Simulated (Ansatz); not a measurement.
# A computed series for SnTe: pressure series

Start from SnTe in the rock salt structure (space group Fm-3m, No. 225; a = 6.370 Å).

Cell and atoms are relaxed at each pressure.

Level of theory: r2SCAN/PAW in Ansatz (an electronic-structure program), spin-orbit coupling left out.

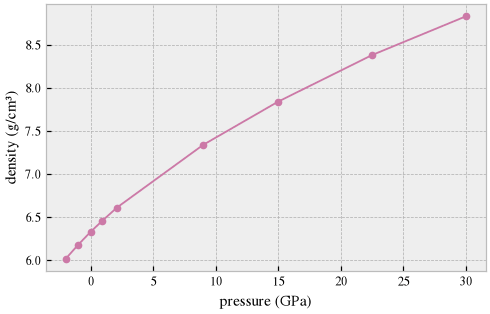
Density against pressure

```
pressure (GPa)     density
--------------  ----------
-2              6.02 g/cm³
-1              6.18 g/cm³
0.9             6.45 g/cm³
2.1             6.61 g/cm³
9               7.34 g/cm³
15              7.84 g/cm³
22.5            8.38 g/cm³
30              8.83 g/cm³
```

Load acts through the strain it causes; cell and atoms are relaxed under it. Whether these cells are dynamically stable was not tested. Competing high-pressure phases were not computed. All final runs are without spin polarisation.
